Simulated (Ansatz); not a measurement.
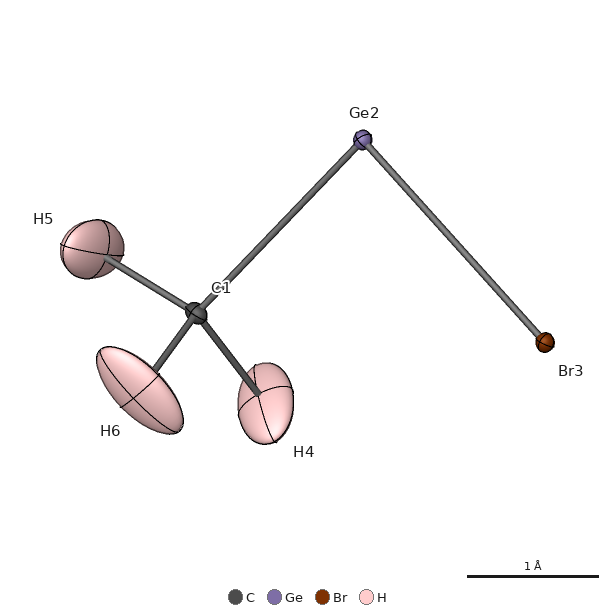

Displacement ellipsoids at the 50 % level, from the internal vibrations of the free molecule (harmonic, no overall translation or rotation; no half-axis is drawn under 0.075 Å). Vibrations computed with RKS PBE0-D4/def2-TZVP (Ansatz 0.2.0). Temperature: 0 K (zero-point motion alone).

**Which atom has the largest mean-square displacement?**

H4, with U_eq = 0.0368 Å².

**Does H4 move more along its bond or across it?**

Across it: the root-mean-square amplitude is 0.078 Å along the bond and up to 0.284 Å across, since bending and torsion are softer than stretching.

Give the displacement parameters, one line for each set of equivalent atoms. Atoms whose distances differ by more than 0.02 Å in this geometry are listed apart.

| atom | U_eq (Å²) | rms amplitudes (Å) |
| --- | --- | --- |
| C1 | 0.0022 | 0.023, 0.042, 0.065 |
| Ge2 | 0.00023 | 0.006, 0.014, 0.022 |
| Br3 | 0.00018 | 0.004, 0.010, 0.021 |
| H4 | 0.0368 | 0.077, 0.153, 0.284 |
| H5 | 0.0316 | 0.093, 0.151, 0.252 |
| H6 | 0.0362 | 0.078, 0.154, 0.281 |
